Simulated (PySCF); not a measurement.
C$_{5}$H$_{14}$NPSi

```xyz
22

C    -0.3517   -1.1792   -2.2168
C    -0.2741   -0.0195   -1.5875
P     0.1285   -0.0208    0.1945
C     1.0088    1.5856    0.3971
C    -1.4826    0.1623    1.0576
C    -2.3097    1.3726    0.6531
N     0.7959   -1.3113    0.7683
Si    2.3792   -1.9124    0.4917
H    -0.5820   -1.2691   -3.2668
H    -0.1701   -2.0929   -1.6708
H    -0.4267    0.9246   -2.0938
H     0.4557    2.4196   -0.0281
H     1.1738    1.7498    1.4614
H     1.9757    1.5000   -0.0976
H    -2.0209   -0.7677    0.8528
H    -1.2504    0.1754    2.1260
H    -1.7969    2.2980    0.9054
H    -3.2649    1.3651    1.1753
H    -2.5074    1.3646   -0.4170
H     3.4151   -1.0571    1.0941
H     2.7347   -2.0437   -0.9322
H     2.3597   -3.2246    1.1324
```

Geometry: GFN2-xTB.

Theory: PBE0/pcSseg-1, SCF density, gas phase, non-relativistic (PySCF 2.14.0).

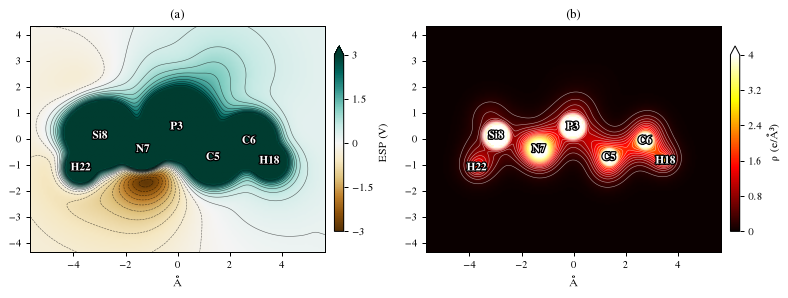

Figure 1. (a) molecular electrostatic potential; (b) electron density on the plane of atoms C5, C6 and H18.

Interpret the plot.

- The section cuts through P, C, N, Si and H sites.
- P–N (1.56 Å): ρ is about 1.6 e/Å³ halfway.
- Si–N (1.72 Å): the density is about 1.1 e/Å³ at the midpoint.
- C–P (1.84 Å): the density is about 1.2 e/Å³ at the midpoint.
- C–H (1.09 Å): ρ at the midpoint is about 2 e/Å³.
- C–C (1.52 Å): ρ is about 1.6 e/Å³ halfway.
- Outside the dense part of the molecule the potential is most negative (−2.8 V) near N7.

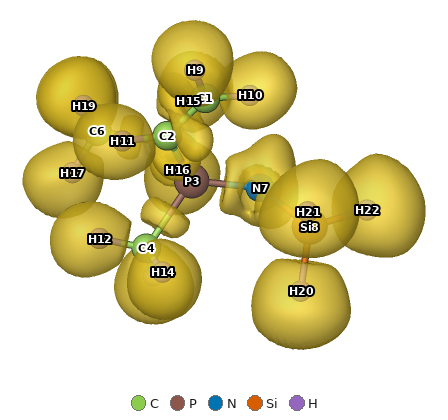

Figure 2. Isosurface of the ELF at 0.75 (yellow), seen at a tilt. Only the valence region is drawn (cores and ρ < 0.01 e/Å³ removed).

What do the ELF domains correspond to?

The ELF exceeds this value in two regions between bonded C–C atoms (shared pairs), three regions between bonded C–P atoms (shared pairs), 14 regions around hydrogen nuclei and one region on N in which the atom's valence shell and bonds are merged. Profiles from the grid: C–C (1.32 Å): the ELF peaks at about 0.90 between the atoms (a multiple bond). P–N (1.56 Å): the ELF peaks at about 0.85 between the atoms: a short, strongly polar bond.

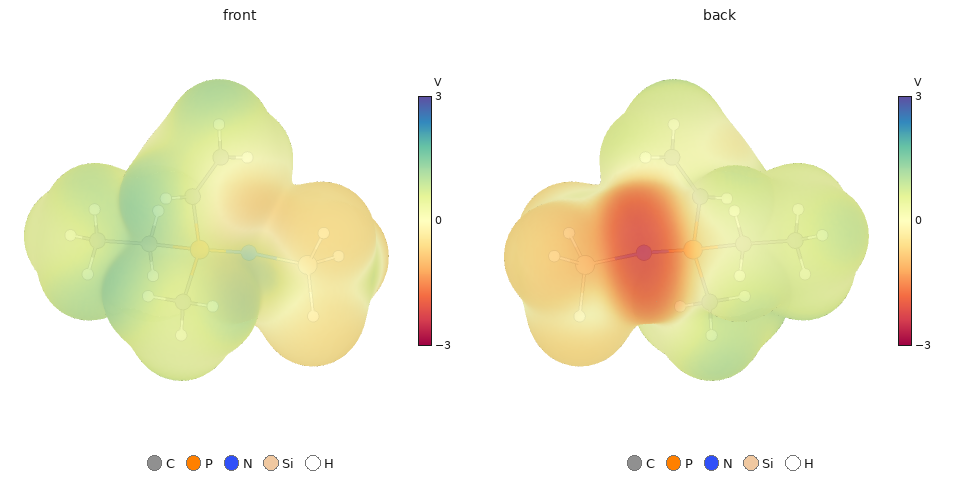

Figure 3. The molecular electrostatic potential painted on the density surface at 0.002 e/bohr³, seen from the front and from behind; the colour scale runs from red (negative) to blue (positive).

Where is the surface potential most negative and most positive?

The most negative region (about −2.0 V) lies over N7, the most positive (about +1.2 V) over H11 and H12. N7 is the likeliest acceptor of a hydrogen bond.
